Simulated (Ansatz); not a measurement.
# InHF (SMILES [F][InH]): UBHLYP/STO-3G

Aim: the vertical ionisation energy of InHF at UBHLYP/STO-3G, from 2 runs. 

Program for the calculation: Ansatz 0.2.0.

65 further runs of the same task are left out: 9 that didn't finish, 56 set aside as unsound or not needed.

**1. The system as given**

The species is InHF (3 atoms), meant as a doublet with charge 0. As SMILES, `[F][InH]`. Geometry: relaxed at PBE0-D4/def2-TZVP.

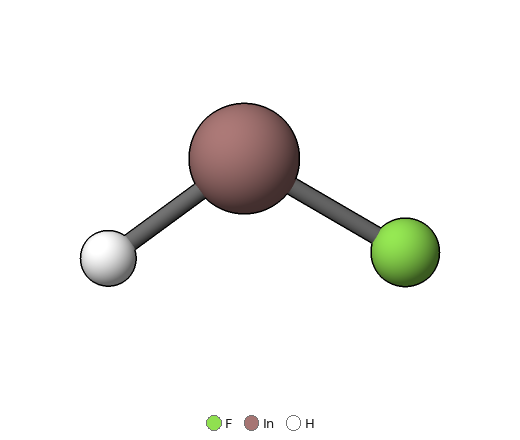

The structure, seen from a chosen angle (fluorine green, indium brown, hydrogen white).

**2. A single-point energy at UBHLYP/STO-3G**

Input file input.yaml:

```yaml
crystal:
  periodic: [false, false, false]
  atoms:
    - {symbol: F, position_ang: [1.088400, 0.989500, 0.694300]}
    - {symbol: In, position_ang: [-0.522500, 0.355100, -0.244800]}
    - {symbol: H, position_ang: [-0.576900, -1.409400, -0.462800]}
basis:
  gaussian:
    orbitals: STO-3G
magnetization:
  spin_polarized: true
  initial_magnetization: 1
hamiltonian:
  xc: {name: BHLYP}
accuracy: high
```

Command:

```
$ ansatz run input.yaml --threads 1 --pin off --max-ram 2610MiB --events-out events.jsonl --progress --plain --runs-dir runs
```

The program printed:

```text
Warning: RAYON_NUM_THREADS=1 ignored (pool sized by the plan → 1); use --threads N
Functional definition: BHLYP
  name "BHLYP"
  parameter a = 0.5
  exchange = (1 - a)*b88_x + a*exact_x
  correlation = lyp_c
590 factors; integrals over basis functions are off by at most 4.0e-9 eV
mean field evaluation 1: about -157386.8141 eV, gradient 1.2e1 eV
mean field evaluation 2: about -157380.4386 eV, gradient 3.8e1 eV
mean field evaluation 4: about -157388.8645 eV, gradient 5.1e-1 eV
mean field evaluation 8: about -157388.8702 eV, gradient 1.9e-2 eV
mean field evaluation 16: about -157388.8702 eV, gradient 4.0e-6 eV
mean field -157388.87021395 eV, -5783.9342983549 hartree, gradient 1.4e-8 eV, S^2 0.756502; 0 other end points of the search recorded, 0 dependent functions left out
reference -157388.87023027 eV, -5783.9342989547 hartree; 30, 29 occupied and 3, 4 virtual orbitals, 590 factors
Total energy: -157388.87023027 eV, -5783.9342989547 hartree
```

It took 2.7 s on 1 thread of Arm Neoverse V2, shared host; peak memory 0.15 GiB.

**3. The singlet cation, same level**

Input file in.yaml:

```yaml
crystal:
  periodic: [false, false, false]
  atoms:
    - {symbol: F, position_ang: [1.088400, 0.989500, 0.694300]}
    - {symbol: In, position_ang: [-0.522500, 0.355100, -0.244800]}
    - {symbol: H, position_ang: [-0.576900, -1.409400, -0.462800]}
basis:
  gaussian: {orbitals: STO-3G}
hamiltonian: {xc: {name: BHLYP}}
magnetization: {spin_polarized: false, initial_magnetization: 0}
total_charge: 1
accuracy: high
```

Command:

```
$ ansatz run in.yaml --threads 1 --pin off --max-ram 2610MiB --events-out events.jsonl --progress --plain --runs-dir runs
```

The program printed:

```text
Warning: RAYON_NUM_THREADS=1 ignored (pool sized by the plan → 1); use --threads N
Functional definition: BHLYP
  name "BHLYP"
  parameter a = 0.5
  exchange = (1 - a)*b88_x + a*exact_x
  correlation = lyp_c
590 factors; integrals over basis functions are off by at most 4.0e-9 eV
mean field evaluation 1: about -157376.7138 eV, gradient 2.8e1 eV
mean field evaluation 2: about -157243.0514 eV, gradient 1.9e2 eV
mean field evaluation 4: about -157383.5901 eV, gradient 6.4e0 eV
mean field evaluation 8: about -157383.7698 eV, gradient 2.6e-1 eV
mean field evaluation 16: about -157383.7703 eV, gradient 1.6e-5 eV
mean field -157383.77028587 eV, -5783.7468794546 hartree, gradient 4.5e-8 eV, S^2 0.000000; 0 other end points of the search recorded, 0 dependent functions left out
reference -157383.77030220 eV, -5783.7468800548 hartree; 29, 29 occupied and 4, 4 virtual orbitals, 590 factors
Total energy: -157383.77030220 eV, -5783.7468800548 hartree
```

It took 1.6 s on 1 thread of Arm Neoverse V2, shared host; peak memory 0.11 GiB.

**4. Outcome**

Level: UBHLYP/STO-3G.

| quantity | value |
| --- | --- |
| doublet InHF: total energy | -5783.93430 Eh |
| doublet InHF: ⟨S²⟩ | 0.757 |
| singlet cation: total energy | -5783.74688 Eh |
| vertical ionisation energy (to the singlet cation) | 5.100 eV |

The vertical ionisation energy comes to 5.10 eV (492 kJ/mol). Only the singlet of the ionised species was computed; a triplet could lie lower. In a minimal basis such a difference can be off by several eV, whatever the method. Relativity is left out (doublet InHF) although the molecule holds a heavy atom. Relativity is left out (singlet cation) although the molecule holds a heavy atom.
